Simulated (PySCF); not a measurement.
## A study: Cl4Ti, SMILES `Cl[Ti](Cl)(Cl)Cl`

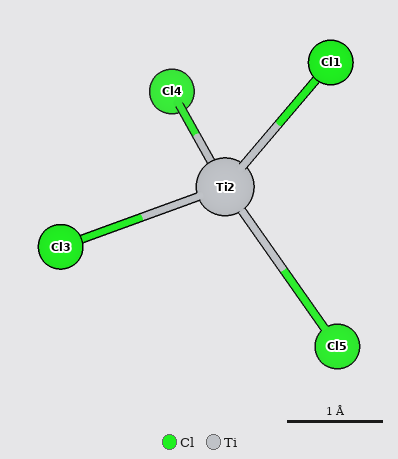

The molecule, with its atoms numbered as below. No frequency check shows the geometry to be a minimum.

Coordinates in Å:

```
Cl1      1.4557    0.9233    1.2188
Ti2      0.0000    0.0000    0.0000
Cl3     -1.4557   -0.9233    1.2188
Cl4     -0.9233    1.4556   -1.2188
Cl5      0.9233   -1.4556   -1.2188
```

Part 1: Bonding charge

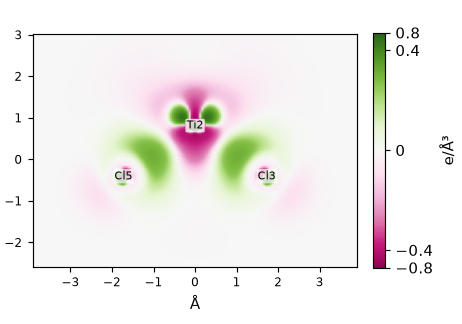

Deformation density (molecule less spherical, spin-averaged free atoms) in the plane of Ti2, Cl3 and Cl5; colour scale in e/Å³, logarithmic beyond ±0.1; green: gain, pink: loss.

Computed with PySCF, PBE0/def2-SVP, geometry: GFN2-xTB. This is a single-reference result, which may miss multireference character in this system.

Describe the bonding that the map shows.

Answer. Ti2–Cl3 and Ti2–Cl5: +0.12 e/Å³ at the bond critical point (bond length 2.11 Å, Mayer order 1.4). In all, 0.8 electrons gather in the regions of gain relative to the promolecule. A small or negative value marks a very polar bond, one between electron-rich atoms, whose free-atom densities already overlap strongly, a long bond to a heavier atom, or a closed-shell contact such as a hydrogen bond.

Where do the Hirshfeld charges lie?

Answer. The highest Hirshfeld charge is on Ti2 (+0.39 e), the lowest on Cl1, Cl3, Cl4 and Cl5 (−0.10 e).

```
atom  charge (e)
 Cl1       −0.10
 Ti2       +0.39
 Cl3       −0.10
 Cl4       −0.10
 Cl5       −0.10
```

Part 2: Bond critical points

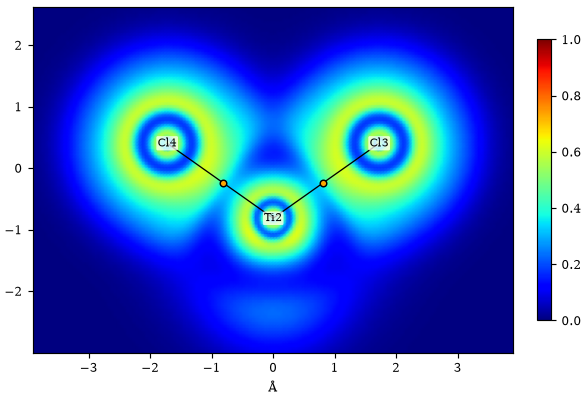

Localised orbital locator (LOL) in the plane of Ti2, Cl3 and Cl4, with bond paths and bond critical points (dots).

What values does LOL take at the bond critical points in this plane?

Answer. Ti2–Cl3 and Ti2–Cl4: about 0.39. Values above 0.5 mark slow, localised electrons, as in shared pairs; low values at a critical point mark a polar or closed-shell contact whose critical point lies between the shells.

Part 3: Electrostatic potential

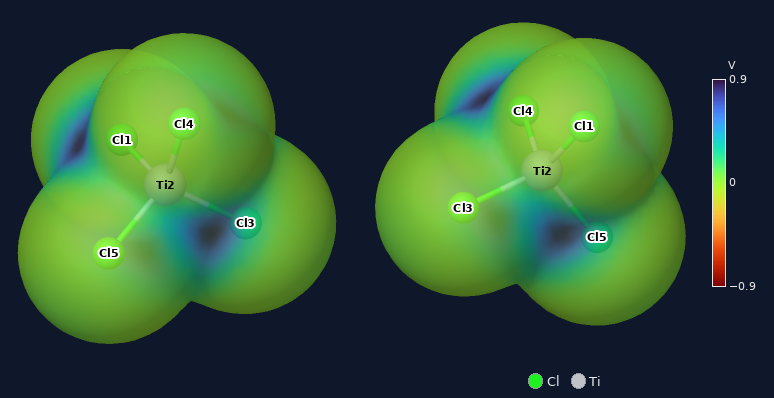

Electrostatic potential on the surface of electron density 0.001 a.u. (back view left, front view right).

Where are the extremes of the potential on the surface?

Answer. Highest: 0.89 V, off the Ti2–Cl3 bond (2.2 to 2.4 Å from its atoms), and at like points elsewhere. Further maxima include 0.07 V, 2.0 Å from Cl5. Lowest: −0.03 V, 2.0 Å from Cl3, and at like points elsewhere. The surface is sampled at points, so like sites can differ by a few per cent and only the strongest of them is named.

Does Cl5 carry a σ-hole?

Answer. Yes: a local maximum of +0.07 V lies on the extension of the Ti2–Cl5 bond.

Part 4: Localised orbitals

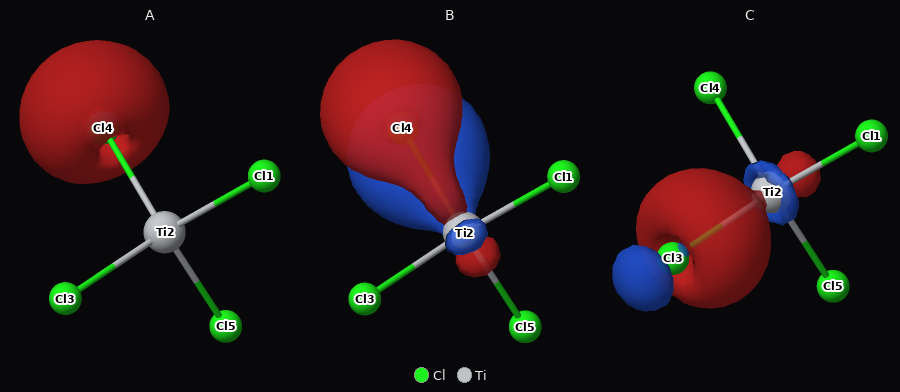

Intrinsic bond orbitals (IBO), occupied; each surface holds about 80 % of the orbital's density. Energies are diagonal elements of the Fock matrix.

Level of theory: PBE0/def2-SVPD (PySCF), at a geometry from GFN2-xTB. This is a single-reference result, which may miss multireference character in this system.

Name the orbitals, with their atomic make-up and energies.

Answer. By panel:
- A: lone pair on Cl4 (s-type) (Cl4 99 %; −19.8 eV)
- B: lone pair on Cl4 (p-type) (Cl4 91 %, Ti2 8 %; −10.5 eV)
- C: pair mostly on Cl3, shared in part with Ti2 (Cl3 80 %, Ti2 19 %; −16.0 eV)

Which has the smallest and which the largest spatial spread?

Answer. Smallest: A (0.87 Å); largest: B (1.18 Å).
